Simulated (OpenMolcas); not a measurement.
# singlet CH5Si+: levels of theory compared

We compute a comparison of 6 runs (HF/STO-3G, B3LYP/6-31G*, B2PLYP/aug-cc-pVDZ, M06-L/aug-cc-pVDZ, PBE/aug-cc-pVDZ, CCSD(T)/aug-cc-pVDZ) of singlet CH5Si+. 

The calculation is run with OpenMolcas 26.06.

1 further run of the same task is left out (set aside as unsound or not needed).

## Step 1: The system as given

The species is CH5Si+ (7 atoms), meant as a singlet with charge +1. SMILES of the parent species: `C[SiH2]`. Geometry: relaxed at PBE0-D4/def2-TZVP. That shape belongs to the parent species and isn't relaxed for this state.

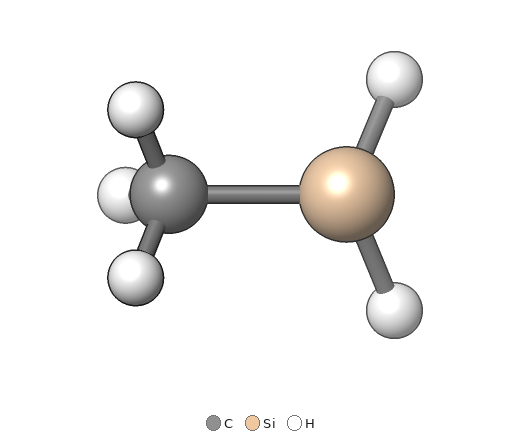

The structure, seen from a chosen angle (carbon grey, silicon light orange, hydrogen white).

## Step 2: The energy at HF/STO-3G (run 1)

calc.inp

```
>>> EXPORT MOLCAS_PRINT=2

&GATEWAY
  BasLib=$CurrDir
  BasisSet
  C.STO-3G....
  C1 -0.122600 -0.803200 0.095200 angstrom
  End of Basis
  BasisSet
  Si.STO-3G....
  Si2 0.176200 1.034800 0.314000 angstrom
  End of Basis
  BasisSet
  H.STO-3G....
  H3 -0.204800 -1.054900 -0.966600 angstrom
  H4 0.699200 -1.383300 0.519500 angstrom
  H5 -1.047100 -1.107700 0.589500 angstrom
  H6 -0.951500 1.846400 -0.225700 angstrom
  H7 1.450600 1.468000 -0.326000 angstrom
  End of Basis

&SEWARD

&SCF
  Charge=1
  Thresholds=1e-10 1e-07 1e-07 1e-05
  PrOrbitals=1 1
```

The basis set STO-3G is read from a file made from the Basis Set Exchange's data (not shown).

Started as:

```bash
export MOLCAS_MEM=1860
pymolcas calc.inp > calc.log
```

The program printed:

```text
--- Start Module: gateway ---
[...]
--- Stop Module: gateway /rc=_RC_ALL_IS_WELL_ ---
--- Start Module: seward ---
[...]
      Basis functions           19
--- Stop Module: seward /rc=_RC_ALL_IS_WELL_ ---
--- Start Module: scf ---
[...]
       Convergence after  13 Iterations
[...]
::    Total SCF energy                               -325.6629651555
[...]
      Total spin, S                                     0.0000000000
[...]
      Total electronic charge=   24.000000
      Total            charge=    1.000000
[...]
      Dipole Moment (debye):
      Origin of the operator (angstrom)=    0.0756    0.4238    0.2114
                   X=  3.6571E-01               Y=  1.9919E+00               Z=  1.2332E+00           Total=  2.3711E+00
      Center of Charge (angstrom)
[...]
--- Stop Module: scf /rc=_RC_ALL_IS_WELL_ ---
[...]
```

Run time: 2.2 s. Hardware: 1 thread of Intel Xeon Platinum 8259CL at 2.50GHz (Skylake/Cascade Lake), shared host; peak memory 0.37 GiB.

## Step 3: A single-point energy at B3LYP/6-31G(d) (Cartesian functions) (run 2)

job.inp

```
&GATEWAY
 BasLib
 $CurrDir
 BasisSet
 C.6-31Gs....
 C1 -0.122600 -0.803200 0.095200 angstrom
 End of Basis
 BasisSet
 Si.6-31Gs....
 Si2 0.176200 1.034800 0.314000 angstrom
 End of Basis
 BasisSet
 H.6-31Gs....
 H3 -0.204800 -1.054900 -0.966600 angstrom
 H4 0.699200 -1.383300 0.519500 angstrom
 H5 -1.047100 -1.107700 0.589500 angstrom
 H6 -0.951500 1.846400 -0.225700 angstrom
 H7 1.450600 1.468000 -0.326000 angstrom
 End of Basis

&SEWARD
 GridInput
 Grid=UltraFine
 End of Grid

&SCF
 Charge
 1
 KSDFT
 B3LYP
 Thresholds
 1e-10 1e-07 1e-07 1e-05
 PrOrbitals
 1
```

The basis set 6-31G* is read from a file made from the Basis Set Exchange's data (not shown).

Started as:

```bash
export MOLCAS_MEM=1860
pymolcas job.inp > job.log
```

The program printed:

```text
--- Start Module: gateway ---
[...]
--- Stop Module: gateway /rc=_RC_ALL_IS_WELL_ ---
--- Start Module: seward ---
[...]
      Basis functions           44
--- Stop Module: seward /rc=_RC_ALL_IS_WELL_ ---
[...]
--- Start Module: scf ---
[...]
       Convergence after  16 Iterations
[...]
::    Total KS-DFT energy                            -330.2584742292
[...]
      Total spin, S                                     0.0000000000
[...]
      Total electronic charge=   24.000000
      Total            charge=    1.000000
[...]
      Dipole Moment (debye):
      Origin of the operator (angstrom)=    0.0756    0.4238    0.2114
                   X=  2.0520E-01               Y=  1.0613E+00               Z=  8.9786E-01           Total=  1.4052E+00
      Center of Charge (angstrom)
[...]
--- Stop Module: scf /rc=_RC_ALL_IS_WELL_ ---
[...]
```

Wall time 16 s (1 thread of Intel Xeon Platinum 8259CL at 2.50GHz (Skylake/Cascade Lake), shared host); peak memory 0.38 GiB.

Runs 3 to 5 aren't shown in full; the table further down has their settings and results.

## Step 4: The energy at CCSD(T)/aug-cc-pVDZ (run 6)

job.inp

```
&GATEWAY
  BasLib=$CurrDir
  Coord
  7
  bohr
  C     -0.23168042    -1.51782802     0.17990193
  Si     0.33296974     1.95548859     0.59337400
  H     -0.38701591    -1.99347209    -1.82660927
  H      1.32129651    -2.61405815     0.98171272
  H     -1.97873223    -2.09324963     1.11399355
  H     -1.79807441     3.48919032    -0.42651119
  H      2.74123672     2.77411795    -0.61605072
  Basis=aug-cc-pVDZ
  Group=NoSym

&SEWARD

&SCF
  Charge=1
  Thresholds=1e-10 1e-07 1e-07 1e-05
  PrOrbitals=1 1

&RASSCF
  FileOrb=$Project.ScfOrb
  Spin=1
  Nactel=0 0 0
  Inactive=12
  Ras2=0
  OutOrbitals=Canonical
  OrbListing=Nothing

&MOTRA
  JobIph
  Frozen=6

&CCSDT
  CCT
  Triples=2
  Iterations=80
  Accuracy=1e-08
  Extrapolation=5 4
```

The basis set aug-cc-pVDZ is read from a file made from the Basis Set Exchange's data (not shown).

Started as:

```bash
export MOLCAS_MEM=1860
pymolcas job.inp > job.log
```

The program printed:

```text
--- Start Module: gateway ---
[...]
--- Stop Module: gateway /rc=_RC_ALL_IS_WELL_ ---
[...]
      Basis functions           95
[...]
       Convergence after  16 Iterations
[...]
::    Total SCF energy                               -329.3869269618
[...]
      Total spin, S                                     0.0000000000
[...]
      Number of active orbitals                  0
[...]
      Spin quantum number                      0.0
[...]
      Active orbitals                            0
[...]
      Number of CSFs                             1
[...]
      Number of root(s) required                 1
[...]
      Convergence after  4 iterations
[...]
      Natural orbitals and occupation numbers for root  1
      ************************************************************************************************************************
      *                                                    Final results                                                     *
      ************************************************************************************************************************
[...]
::    RASSCF root number  1 Total energy:   -329.38692696
[...]
      Total electronic charge=   24.000000
      Total            charge=    1.000000
[...]
      Dipole Moment (debye):
      Origin of the operator (angstrom)=    0.0756    0.4238    0.2114
                   X=  2.4938E-01               Y=  1.2750E+00               Z=  1.1533E+00           Total=  1.7372E+00
      Center of Charge (angstrom)
[...]
--- Start Module: motra ---
[...]
      *** WARNING: Default frozen orbitals is overwritten by user input.
      *** Default values:   3
[...]
--- Stop Module: motra /rc=_RC_ALL_IS_WELL_ ---
[...]
--- Start Module: ccsdt ---
[...]
      Convergence after                    15  Iterations
      Total energy (diff) :    -329.66302396      -0.00000000
[...]
 METHOD                       : CCSD+T(CCSD)+<T3(1)WT1> = CCSD(T)
[...]
       CCSD     =      -329.6630239647386
[...]
--- Stop Module: ccsdt /rc=_RC_ALL_IS_WELL_ ---
[...]
```

Wall time 39 s (1 thread of Intel Xeon Platinum 8259CL at 2.50GHz (Skylake/Cascade Lake), shared host); peak memory 0.52 GiB.

## Step 5: All runs side by side

| run | level | Cartesian functions | integration grid | energy (Eh) | HOMO energy (eV) | LUMO energy (eV) | HOMO–LUMO gap (eV) | wall time |
| --- | --- | --- | --- | --- | --- | --- | --- | --- |
| 1 | HF/STO-3G | no | – | -325.662965 | -18.08 | -4.68 | 13.40 | 2.2 s |
| 2 | B3LYP/6-31G* (Cartesian functions) | yes | UltraFine | -330.258474 | -15.64 | -10.67 | 4.97 | 16 s |
| 3 | B2PLYP/aug-cc-pVDZ | no | UltraFine | -330.074923 | -16.99 | -9.13 | 7.86 | 45 s |
| 4 | M06-L/aug-cc-pVDZ | no | UltraFine | -330.247753 | -14.78 | -10.98 | 3.79 | 64 s |
| 5 | PBE/aug-cc-pVDZ | no | UltraFine | -330.036180 | -14.60 | -11.31 | 3.29 | 47 s |
| 6 | CCSD(T)/aug-cc-pVDZ | no | – | -329.670852 | -18.90 | -6.95 | 11.94 | 39 s |

## Step 6: Summary of results

| quantity | value |
| --- | --- |
| run 6: total energy | -329.67085 Eh |
| run 6: HOMO energy (Hartree–Fock orbitals) | -18.90 eV |
| run 6: LUMO energy (Hartree–Fock orbitals) | -6.95 eV |
| run 6: HOMO–LUMO gap (Hartree–Fock orbitals) | 11.94 eV |
| run 6: correlation energy (6 core orbitals frozen) | -283.9 mEh |
| run 6: (T) correction | -7.83 mEh |

In words: Over runs 1, 2, 3, 4, 5 the HOMO–LUMO gap runs from 3.29 eV (PBE/aug-cc-pVDZ) to 13.40 eV (HF/STO-3G). The two ends differ in method and basis. For B2PLYP the log adds the whole second-order term; the table takes 0.27 of it, as the functional is defined. Totals of different functionals can't be ranked against each other. In run 1 the basis is minimal, so the values are rough. All runs together took 3.5 min, the longest 64 s.
